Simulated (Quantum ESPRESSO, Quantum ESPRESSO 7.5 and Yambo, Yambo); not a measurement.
**SrTiO3 (Tausonite): G0W0 with Yambo, start to end**

Aim: the G0W0 gap of SrTiO3 (Tausonite) on PBE, step by step.

Program: Quantum ESPRESSO 7.5 and Yambo 5.3.0. Level of theory: PBE and many-body steps on it, plane waves. Results are calculated unless marked as measured.

**What was measured.**

- Gap 3.77 eV: direct gap (M0 critical point); spectroscopic ellipsometry, second-derivative fit; 300 K; bulk crystal (commercial single crystal) (“Optical probe of ferroelectric order in bulk and thin film perovskite titanates”, 2013, arxiv:1309.1245).

Report form: the programs' logs are mostly left out.

## 1. The starting structure

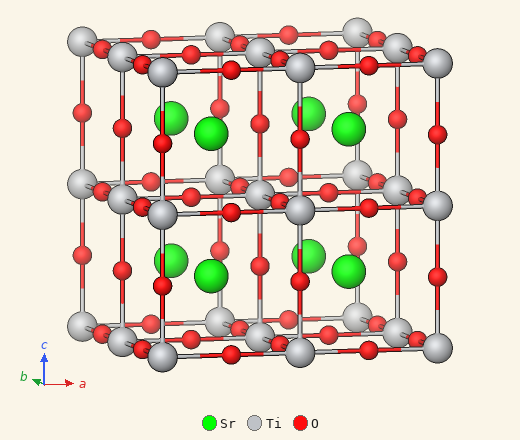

Start, viewed slightly off an axis; strontium green, titanium light grey, oxygen red. 2×2×2 cells are drawn. Some periodic images of atoms are drawn too.

Coordinates:

```cif
data_structure
_symmetry_space_group_name_H-M 'Pm-3m'
_symmetry_Int_Tables_number 221
_cell_length_a 3.9053
_cell_length_b 3.9053
_cell_length_c 3.9053
_cell_angle_alpha 90.000
_cell_angle_beta 90.000
_cell_angle_gamma 90.000
_cell_volume 59.56
loop_
_atom_site_label
_atom_site_type_symbol
_atom_site_symmetry_multiplicity
_atom_site_Wyckoff_symbol
_atom_site_fract_x
_atom_site_fract_y
_atom_site_fract_z
_atom_site_occupancy
Sr1 Sr 1 b 0.50000 0.50000 0.50000 1
Ti1 Ti 1 a 0.00000 0.00000 0.00000 1
O1 O 3 d 0.50000 0.00000 0.00000 1
```

The cell and positions come from the Crystallography Open Database and are kept as given unless a step says otherwise.

## 2. Ground state

This step: Quantum ESPRESSO 7.5; DFT, PBE, plane waves, norm-conserving pseudopotentials.

The ground-state density comes first.

Input file pw.in:

```
&control
  calculation = 'scf'
  prefix = 'x'
  outdir = 'o'
  pseudo_dir = 'pseudo'
/
&system
  ibrav = 0
  nat = 5
  ntyp = 3
  ecutwfc = 76.0
  nbnd = 26
  force_symmorphic = .true.
/
&electrons
  conv_thr = 1e-10
  electron_maxstep = 80
  mixing_beta = 0.5
/
ATOMIC_SPECIES
  Sr 87.62 Sr.upf
  Ti 47.867 Ti.upf
  O 15.999 O.upf
CELL_PARAMETERS angstrom
  3.9052800000 0.0000000000 0.0000000000
  0.0000000000 3.9052800000 0.0000000000
  0.0000000000 0.0000000000 3.9052800000
ATOMIC_POSITIONS crystal
  Sr 0.5000000000 0.5000000000 0.5000000000
  Ti 0.0000000000 0.0000000000 0.0000000000
  O 0.5000000000 0.0000000000 0.0000000000
  O 0.0000000000 0.5000000000 0.0000000000
  O 0.0000000000 0.0000000000 0.5000000000
K_POINTS automatic
  6 6 6 0 0 0
```

Run with:

```sh
$ OMP_NUM_THREADS=1 mpirun -n 4 pw.x -nk 4 -in pw.in > pw.out
```

Run time: 12 s. Hardware: 4 MPI ranks of Arm Neoverse V2, shared host; peak memory 0.32 GiB.

This step gave:

```yaml
total_energy: -3905.9468 eV
gap: 1.908 eV
k_of_the_valence_top: -0.5, -0.5, -0.5
k_of_the_conduction_bottom: 0, 0, 0
least_direct_gap: 2.263 eV
```

The gap is indirect, with the least direct gap 0.36 eV higher.

## 3. Bands along the symmetry lines

Levels along a band path, at the cheap level, show where the edges lie and whether the meshes to come will hold them.

Input file pw.in:

```
&control
  calculation = 'bands'
  prefix = 'x'
  outdir = 'o'
  pseudo_dir = 'pseudo'
/
&system
  ibrav = 0
  nat = 5
  ntyp = 3
  ecutwfc = 76.0
  nbnd = 26
  force_symmorphic = .true.
/
&electrons
  conv_thr = 1e-9
  electron_maxstep = 80
  diago_full_acc = .true.
  diago_thr_init = 5e-6
/
ATOMIC_SPECIES
  Sr 87.62 Sr.upf
  Ti 47.867 Ti.upf
  O 15.999 O.upf
CELL_PARAMETERS angstrom
  3.9052800000 0.0000000000 0.0000000000
  0.0000000000 3.9052800000 0.0000000000
  0.0000000000 0.0000000000 3.9052800000
ATOMIC_POSITIONS crystal
  Sr 0.5000000000 0.5000000000 0.5000000000
  Ti 0.0000000000 0.0000000000 0.0000000000
  O 0.5000000000 0.0000000000 0.0000000000
  O 0.0000000000 0.5000000000 0.0000000000
  O 0.0000000000 0.0000000000 0.5000000000
K_POINTS crystal
  50
  0.00000000 0.00000000 0.00000000 1
  0.00000000 0.06250000 0.00000000 1
  0.00000000 0.12500000 0.00000000 1
  0.00000000 0.18750000 0.00000000 1
  0.00000000 0.25000000 0.00000000 1
  0.00000000 0.31250000 0.00000000 1
  0.00000000 0.37500000 0.00000000 1
  0.00000000 0.43750000 0.00000000 1
  0.00000000 0.50000000 0.00000000 1
  0.06250000 0.50000000 0.00000000 1
  0.12500000 0.50000000 0.00000000 1
  0.18750000 0.50000000 0.00000000 1
  0.25000000 0.50000000 0.00000000 1
  0.31250000 0.50000000 0.00000000 1
  0.37500000 0.50000000 0.00000000 1
  0.43750000 0.50000000 0.00000000 1
  0.50000000 0.50000000 0.00000000 1
  0.43750000 0.43750000 0.00000000 1
  0.37500000 0.37500000 0.00000000 1
  0.31250000 0.31250000 0.00000000 1
  0.25000000 0.25000000 0.00000000 1
  0.18750000 0.18750000 0.00000000 1
  0.12500000 0.12500000 0.00000000 1
  0.06250000 0.06250000 0.00000000 1
  0.00000000 0.00000000 0.00000000 1
  0.06250000 0.06250000 0.06250000 1
  0.12500000 0.12500000 0.12500000 1
  0.18750000 0.18750000 0.18750000 1
  0.25000000 0.25000000 0.25000000 1
  0.31250000 0.31250000 0.31250000 1
  0.37500000 0.37500000 0.37500000 1
  0.43750000 0.43750000 0.43750000 1
  0.50000000 0.50000000 0.50000000 1
  0.43750000 0.50000000 0.43750000 1
  0.37500000 0.50000000 0.37500000 1
  0.31250000 0.50000000 0.31250000 1
  0.25000000 0.50000000 0.25000000 1
  0.18750000 0.50000000 0.18750000 1
  0.12500000 0.50000000 0.12500000 1
  0.06250000 0.50000000 0.06250000 1
  0.00000000 0.50000000 0.00000000 1
  0.50000000 0.50000000 0.50000000 1
  0.50000000 0.50000000 0.43750000 1
  0.50000000 0.50000000 0.37500000 1
  0.50000000 0.50000000 0.31250000 1
  0.50000000 0.50000000 0.25000000 1
  0.50000000 0.50000000 0.18750000 1
  0.50000000 0.50000000 0.12500000 1
  0.50000000 0.50000000 0.06250000 1
  0.50000000 0.50000000 0.00000000 1
```

Run time: 8.3 s. Hardware: 4 MPI ranks; peak memory 0.26 GiB; 33 s of CPU time.

Numbers from this step:

```
gap                        : 1.908 eV
k of the valence top       : 0.5, 0.5, 0.5
k of the conduction bottom : 0, 0, 0
least direct gap           : 2.263 eV
```

The gap is 1.908 eV, as in the run before at this level.

Electronic bands along the path, in eV, zero at the top of the highest filled band:

| point | band 17 | band 18 | band 19 | band 20 | band 21 | band 22 | band 23 | band 24 |
| --- | --- | --- | --- | --- | --- | --- | --- | --- |
| Γ | -1.17 | -0.36 | -0.36 | -0.36 | 1.91 | 1.91 | 1.91 | 4.39 |
| X | -2.34 | -1.96 | -0.73 | -0.73 | 2.07 | 3.83 | 3.83 | 4.40 |
| M | -1.72 | -1.55 | -1.55 | -0.09 | 3.84 | 3.84 | 4.30 | 5.37 |
| Γ | -1.17 | -0.36 | -0.36 | -0.36 | 1.91 | 1.91 | 1.91 | 4.39 |
| R | -3.71 | 0.00 | 0.00 | 0.00 | 4.52 | 4.52 | 4.52 | 7.00 |
| X | -2.34 | -1.96 | -0.73 | -0.73 | 2.07 | 3.83 | 3.83 | 4.40 |
| jump to R | -3.71 | 0.00 | 0.00 | 0.00 | 4.52 | 4.52 | 4.52 | 7.00 |
| M | -1.72 | -1.55 | -1.55 | -0.09 | 3.84 | 3.84 | 4.30 | 5.37 |

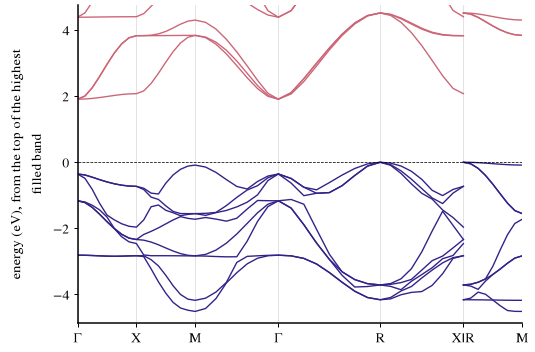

Electronic bands along the path; lines of filled and empty bands in two colours.

## 4. Empty states on the mesh, 4×4×4 mesh, 67 bands

The sums over transitions need many empty states on a uniform mesh; this step solves for them.

Input file pw.in:

```
&control
  calculation = 'nscf'
  prefix = 'x'
  outdir = 'o'
  pseudo_dir = 'pseudo'
/
&system
  ibrav = 0
  nat = 5
  ntyp = 3
  ecutwfc = 76.0
  nbnd = 67
  force_symmorphic = .true.
/
&electrons
  conv_thr = 1e-9
  electron_maxstep = 80
  diago_full_acc = .true.
  diago_thr_init = 5e-6
/
ATOMIC_SPECIES
  Sr 87.62 Sr.upf
  Ti 47.867 Ti.upf
  O 15.999 O.upf
CELL_PARAMETERS angstrom
  3.9052800000 0.0000000000 0.0000000000
  0.0000000000 3.9052800000 0.0000000000
  0.0000000000 0.0000000000 3.9052800000
ATOMIC_POSITIONS crystal
  Sr 0.5000000000 0.5000000000 0.5000000000
  Ti 0.0000000000 0.0000000000 0.0000000000
  O 0.5000000000 0.0000000000 0.0000000000
  O 0.0000000000 0.5000000000 0.0000000000
  O 0.0000000000 0.0000000000 0.5000000000
K_POINTS automatic
  4 4 4 0 0 0
```

The job ended after 6.1 s (4 MPI ranks; peak memory 0.32 GiB).

Numbers from this step:

- gap: 1.908 eV
- k of the valence top: -0.5, -0.5, -0.5
- k of the conduction bottom: 0, 0, 0
- least direct gap: 2.263 eV
- k points computed: 10
- lowest point of the top converged band, above the valence top: 39.47 eV

On this mesh the gap is 1.908 eV.

## 5. Conversion and set-up

This step: Yambo 5.3.0; conversion and set-up on PBE, plane waves, norm-conserving pseudopotentials.

The states are converted to the many-body program's format and the q mesh is built.

Run with:

```sh
$ (cd o/x.save; p2y > p2y.log; mv SAVE ../..); yambo > setup.log
```

It took 2.8 s on 1 MPI rank; peak memory 0.25 GiB.

## 6. Screening and self-energy, 4×4×4 mesh, 67 bands, screening to 95.2 eV

Now the one-shot GW correction: screening in the RPA, then the self-energy of the levels asked for.

This step: G0W0 on PBE, plane waves, norm-conserving pseudopotentials.

Input file gw1.in:

```
HF_and_locXC
gw0
dyson
ppa
em1d
rim_cut
RandQpts= 1000000
RandGvec= 1 RL
EXXRLvcs= 76 Ry
VXCRLvcs= 304 Ry
Chimod= "HARTREE"
% BndsRnXp
 1 | 67 |
%
NGsBlkXp= 7 Ry
% LongDrXp
 1 | 1 | 1 |
%
% GbndRnge
 1 | 67 |
%
DysSolver= "n"
ExtendOut
PPAPntXp= 27.21138 eV
% QPkrange
 10 | 10 | 19 | 22 |
 1 | 1 | 19 | 22 |
%
```

Run with:

```sh
$ OMP_NUM_THREADS=1 mpirun -n 4 yambo -F gw1.in -J gw1 -C gw1 > gw1.log
```

Wall time 38 s (4 MPI ranks); peak memory 1.7 GiB.

Numbers from this step:

- G0W0 gap on the points computed: 3.536 eV
- starting gap on the mesh: 1.908 eV
- k of the valence top: -0.5, -0.5, -0.5
- k of the conduction bottom: 0, 0, 0
- least direct G0W0 gap on the computed points: 3.889 eV
- Z at the valence top: 0.7675
- Z at the conduction bottom: 0.7796

The gap on the mesh goes from 1.91 eV to 3.54 eV, a correction of +1.63 eV.

Limits: finite bands, cutoff and mesh; no spin-orbit coupling; coarse k mesh. v1 is the top filled band, c1 the lowest empty one. Levels before and after the correction, in eV, zero at the valence-band top of each column:

|  | conduction bottom | valence top |
| --- | --- | --- |
| Kohn-Sham | 1.91 | 0.00 |
| G0W0 | 3.54 | 0.00 |

|  | level | energy (eV) |
| --- | --- | --- |
| Kohn-Sham | Γ v2-v1 | -0.355 |
| Kohn-Sham | Γ c1-c2 | 1.908 |
| Kohn-Sham | (-0.5 -0.5 -0.5) v2-v1 | 0.000 |
| Kohn-Sham | (-0.5 -0.5 -0.5) c1-c2 | 4.517 |
| G0W0 | Γ v2-v1 | -0.352 |
| G0W0 | Γ c1-c2 | 3.537 |
| G0W0 | (-0.5 -0.5 -0.5) v2-v1 | 0.000 |
| G0W0 | (-0.5 -0.5 -0.5) c1-c2 | 6.449 |

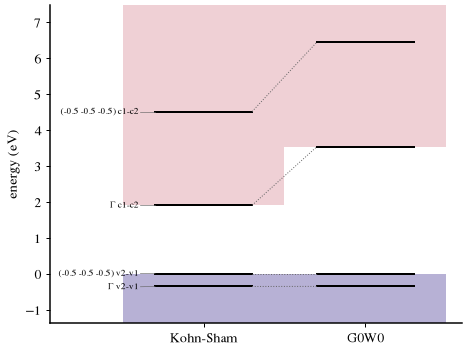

Levels before and after the correction. Shaded: valence and conduction bands.

## 7. Where the time went

Times are wall times on the hardware named with each run, good to a factor of about two.

| step | time | share | memory (GiB) |
| --- | --- | --- | --- |
| ground state | 12 s | 18 % | 0.32 |
| bands along the symmetry lines | 8.3 s | 12 % | 0.26 |
| empty states on the mesh | 6.1 s | 9 % | 0.32 |
| conversion and set-up | 2.8 s | 4 % | 0.25 |
| screening and self-energy | 38 s | 56 % | 1.7 |

## 8. Outcome

```yaml
pbe_gap: 1.91 eV, indirect
g0w0_gap_on_the_mesh: 3.54 eV
gw_settings: 4×4×4 mesh, 67 bands, screening to 95.2 eV, Godby-Needs plasmon pole
known_limits: not at the basis limit; no spin-orbit coupling; coarse k mesh
```

What this shows: G0W0 moves the gap on the mesh from 1.91 eV to 3.54 eV (+1.63 eV), with Z of 0.77 and 0.78 at the edges. Only 2 of the mesh's irreducible points were corrected, so a valley elsewhere could overtake. The dearest step here is «screening and self-energy». Against experiment, by G0W0@PBE: the direct gap of 3.89 eV lies +0.12 eV from the measured 3.77 eV (direct, 300 K, 2013). An exciton line or allowed optical edge lies below the quasiparticle gap by the binding energy; a forbidden edge can push the onset above it. The calculation has static nuclei and no excitons; a measured gap holds zero-point and thermal motion, which mostly lowers it. Bands and cutoff are finite, so the gap is not at the basis limit. The miss can reach some tenths of an eV and take either sign; the mesh is an error of its own. In the G0W0 run levels were corrected at 2 k points alone, so a gap called «on the mesh» is the least over those, and an edge elsewhere would be missed. The 4×4×4 mesh is coarse for this cell, which bears on the long-range parts of exchange and screening. This is the ideal cubic cell; many perovskites, halides above all, are cubic only on average, and local tilts or off-centring can widen the gap. The many-body steps are scalar-relativistic: spin-orbit coupling is not in them.

[Paths, hosts, dates, memory and timing lines, banners, echoed tables and standing remarks are left out of the program output.]

[Logs are printed without paths, hosts, clocks, repeated set-up lines and the standing remarks that a program may print on its own settings, such as how far it seeks lower states.]

[Runs of the session that timed out or met a known fault of the program may be left out.]

[Hosts, paths, dates, database ids (printed as entryN), source tags and the programs' standing remarks are cut or masked in the printed files.]
